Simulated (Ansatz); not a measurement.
## Electronic structure of C₃H₅F₂ (doublet) in real space

```yaml
atoms:
  - { symbol: C, position_ang: [-0.3561, 0.3243, 0.9418] }
  - { symbol: C, position_ang: [-0.0410, 0.4713, -0.5064] }
  - { symbol: C, position_ang: [0.6210, 1.7832, -0.8921] }
  - { symbol: F, position_ang: [-1.1991, 0.3440, -1.2351] }
  - { symbol: F, position_ang: [0.7844, -0.5565, -0.8950] }
  - { symbol: H, position_ang: [-1.3013, 0.7099, 1.3261] }
  - { symbol: H, position_ang: [0.4103, -0.0513, 1.6210] }
  - { symbol: H, position_ang: [0.8072, 1.7788, -1.9768] }
  - { symbol: H, position_ang: [1.5765, 1.8971, -0.3614] }
  - { symbol: H, position_ang: [-0.0355, 2.6281, -0.6411] }
```

Geometry: B3LYP-D3(BJ)/def2-SVP.

These are results of isolated molecule in a Gaussian basis; Kohn-Sham density functional theory, functional PBE0 (Ansatz 0.2.0), not measurements.

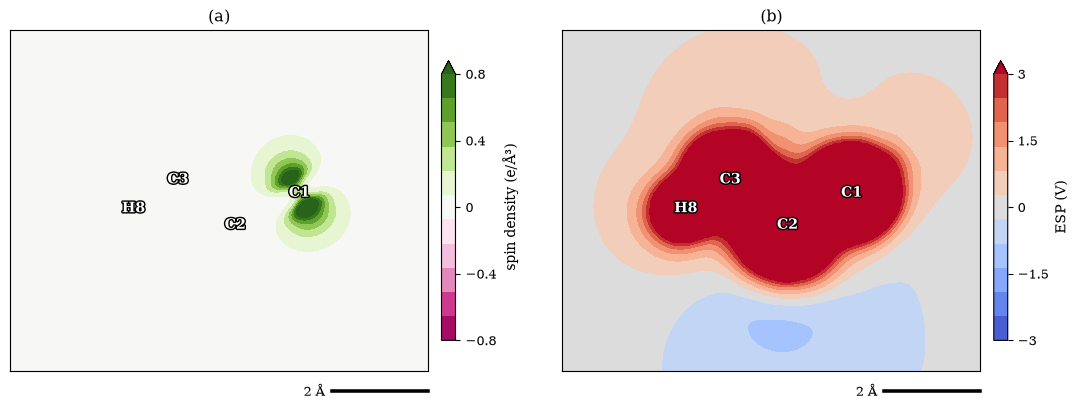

Figure 1. (a) spin density; (b) molecular electrostatic potential on the plane of atoms C1, C2 and C3.

> What does the map show?

- Atoms in the plane: C and H.
- The unpaired spin (1 electron) lies mostly on C1 (about 0.8), in electrons by Hirshfeld's partition.
- Outside the dense part of the molecule the potential is most negative (−0.9 V) near F5, which lies off the plane.

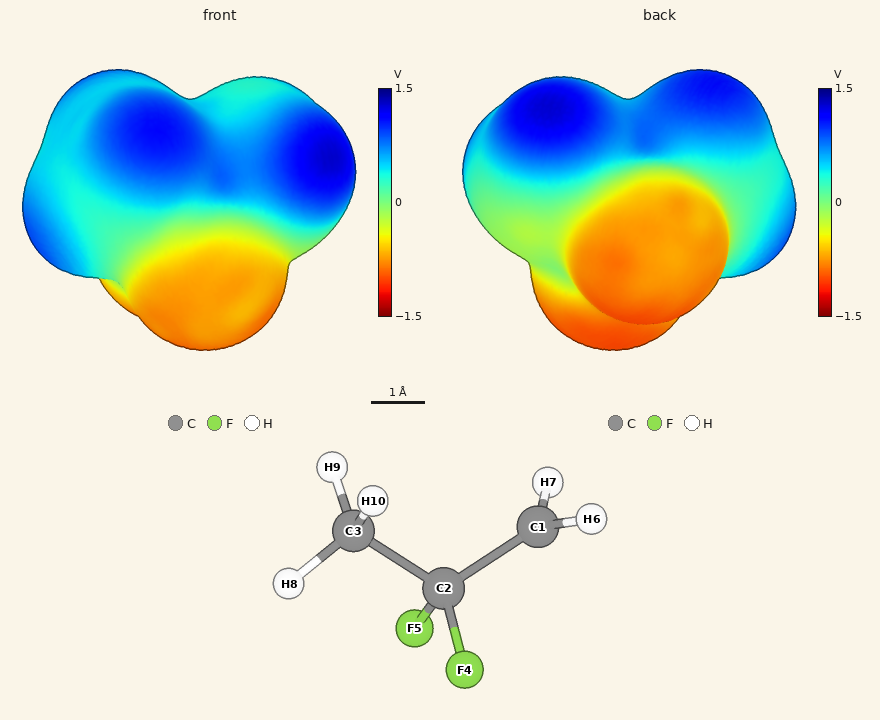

Figure 2. The electrostatic potential painted on the density surface at 0.002 e/bohr³, seen from the front and from behind; the colour scale runs from red (negative) to blue (positive). The bare structure is drawn below in the same view.

> Where is the surface potential most negative and most positive?

The most negative region (about −1.0 V) lies over F4 and F5, the most positive (about +1.3 V) over H6 and H7.

> How polar is the molecule by this calculation?

Its dipole moment is 2.42 D.

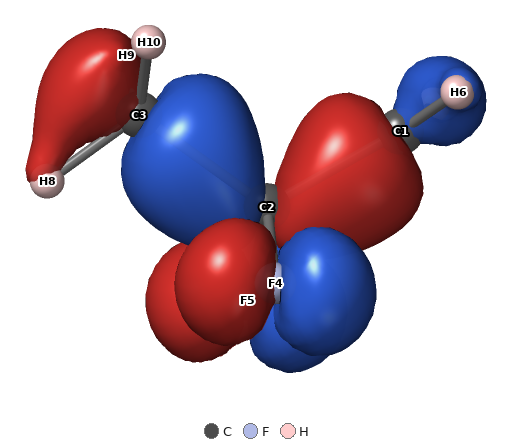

Figure 3. One frontier orbital at ±0.15 Å⁻³ᐟ² (red and blue are the two phases), seen across its widest extent.

> Which orbital is it: HOMO (β) or LUMO (β)?

The HOMO (β), at −9.67 eV. Its weight (Hirshfeld) is mainly on F4 (about 20 %), F5 (about 20 %), C2 (about 20 %), C3 (about 15 %) and C1 (about 15 %).

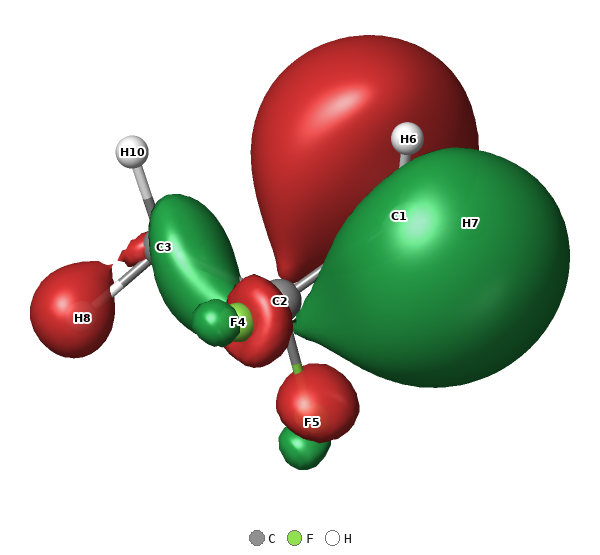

Figure 4. The LUMO (β) at ±0.1 Å⁻³ᐟ² (green and red are the two phases), seen at an oblique angle.

> What is the character of this orbital?

It lies mainly on C1 (about 65 %), C2 (about 10 %), H7 (about 10 %) and H6 (about 10 %). Its energy is −2.19 eV.
